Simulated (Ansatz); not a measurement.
# Single-point calculation, with input and output: InF4 (charge −1)

System: InF4, charge −1.
Method: RKS PBE0-D4/def2-TZVPD (Ansatz 0.2.0).

The geometry comes from this level: PBE0-D4/def2-SVPD.

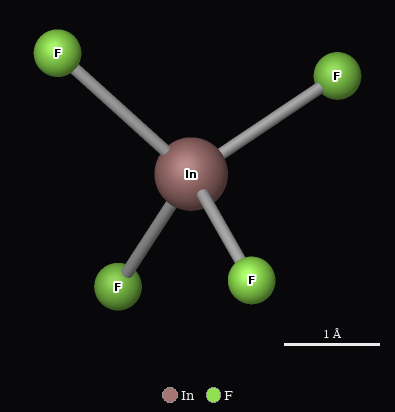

The structure as given in the input (ball-and-stick view, seen at a tilt). Sticks mark near contacts.

## Results in brief

```tsv
quantity	value
outcome	converged
total energy	−16042.5411 eV
mean-field energy	−16042.4680 eV
dispersion energy	−0.0732 eV
SCF solution under orbital rotations	stable
HOMO	−5.64 eV
LUMO	2.51 eV
hardware	4 threads of Arm Neoverse V2, 23 GiB of memory available, shared host
wall time	2.8 s (CPU time 10 s)
peak memory	0.53 GiB
```

## The input
```yaml
crystal:
  periodic: [false, false, false]
  atoms:
    - {symbol: In, position_ang: [0.000038, -0.000051, -0.000096]}
    - {symbol: F, position_ang: [0.011195, -0.018217, 2.002068]}
    - {symbol: F, position_ang: [1.884204, 0.010754, -0.676951]}
    - {symbol: F, position_ang: [-0.951627, 1.638157, -0.647740]}
    - {symbol: F, position_ang: [-0.943809, -1.630654, -0.677281]}
basis:
  gaussian: {orbitals: def2-TZVPD, initial_orbitals: start.molden}
total_charge: -1
hamiltonian: {xc: pbe0, dispersion: d4}
scf: {omitted_lower_state_checks: [starts]}
output: {orbitals: {seedname: orbitals}}
```

Command:
```bash
ansatz run in.yaml --threads 4 --pin off --events-out ev --progress --plain --max-ram 3916MiB
```

## What the program printed
```
Functional definition: PBE0
  name "PBE0"
  cite "Adamo & Barone, J. Chem. Phys. 110, 6158 (1999) doi:10.1063/1.478522"
  cite "Perdew, Burke & Ernzerhof, Phys. Rev. Lett. 77, 3865 (1996) doi:10.1103/PhysRevLett.77.3865"
  parent pbe
  parameter a = 0.25
  parameter kappa = 0.804
  parameter beta = 0.06672455060314922
  exchange = (1 - a)*pbe_x(kappa = kappa, mu = beta*pi^2/3) + a*exact_x
  correlation = pbe_c(beta = beta)
these checks for a lower state are left out or cut short: starts
1301 factors; their error is unknown
mean field evaluation 1: about -16035.7457 eV, gradient 2.3e2 eV
mean field evaluation 2: about -16041.9436 eV, gradient 8.8e0 eV
mean field evaluation 4: about -16042.3889 eV, gradient 1.2e-3 eV
mean field evaluation 8: about -16042.4679 eV, gradient 9.9e-6 eV
mean field -16042.46792687 eV, -589.5498223373 hartree, gradient 9.8e-6 eV, S^2 0.000000; 0 other end points of the search recorded, 0 dependent functions left out
reference -16042.46796845 eV, -589.5498238650 hartree; 29, 29 occupied and 187, 187 virtual orbitals, 1301 factors
Total energy: -16042.54112108 eV, -589.5525121746 hartree
Checks for a lower state left out: starts
```

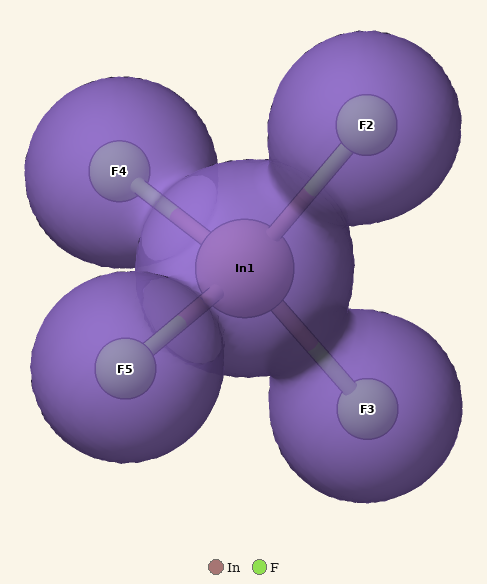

Isosurface of the total electron density at 0.4 e/Å³ (purple), seen from the side. At this value the surface is in one piece. On the grid the lowest density along these lines, outside the cores, is 0.66 e/Å³ (In–F, 2.00 Å).

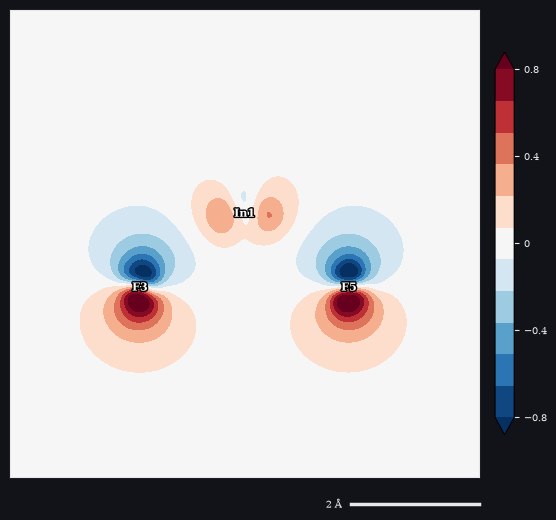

The HOMO on the plane of atoms F3, In1 and F5 (values in Å⁻³ᐟ²; the overall sign is arbitrary). Its energy is −5.64 eV.

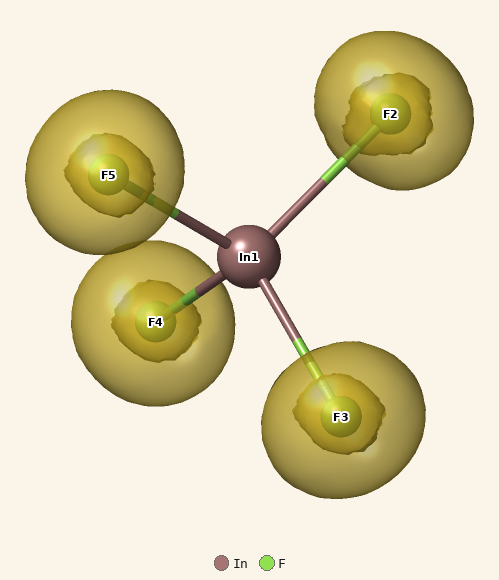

Isosurface of the electron localisation function at 0.75 (yellow), seen at a tilt. Only the valence region is drawn (cores and ρ < 0.01 e/Å³ removed). Values along the shortest contacts: In–F (2.00 Å): the ELF peaks at about 0.80 in the valence shell of F, 0.5 Å from its nucleus, and drops to about 0.15 between the two atoms.

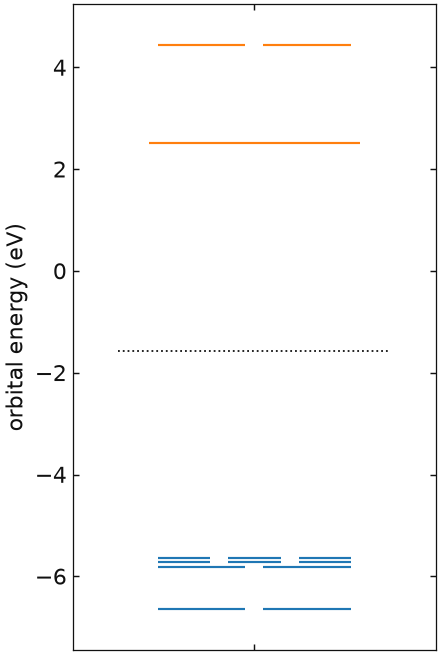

Orbital energies near the frontier; the dotted line parts filled from empty levels, and levels within 0.02 eV of each other stand side by side. Highest filled −5.64 eV, lowest empty 2.51 eV, 8.15 eV apart.
